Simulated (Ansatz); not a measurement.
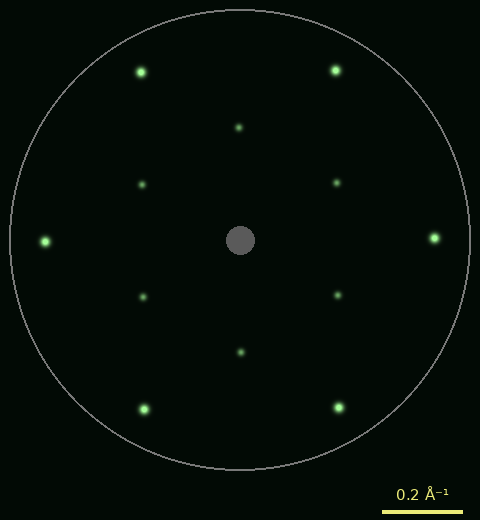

Simulated LEED pattern at 75 eV and normal incidence, from the upper face of a slab model. Spot positions follow from the surface net; brightness is a rough single-scattering estimate from the outer layers, good only for telling present from absent.

Q: Find the real-space surface cell from the pattern.

A: The spots form a hexagonal reciprocal net with shortest vectors 0.281 and 0.281 Å⁻¹ at 60.0°. The primitive real-space mesh has edges 4.10 and 4.10 Å at 60.0° (or its supplement) and area 14.6 Å².

The slab has composition BIr2 (3 atoms a cell, 0.0 Å thick). Structure: the geometry relaxed with Ansatz 0.2.0, DFT PBE, scalar-relativistic, plane waves, PAW; the starting structure was generated, so it need not be a known form of this composition.

```
B Ir
1.0
     4.10330    0.00000    0.00000
    -2.05165    3.55356    0.00000
     0.00000    0.00000   23.80000
B Ir
1 2
Direct
  0.00000 0.00000 0.29412
  0.33333 0.66667 0.29412
  0.66667 0.33333 0.29412
```
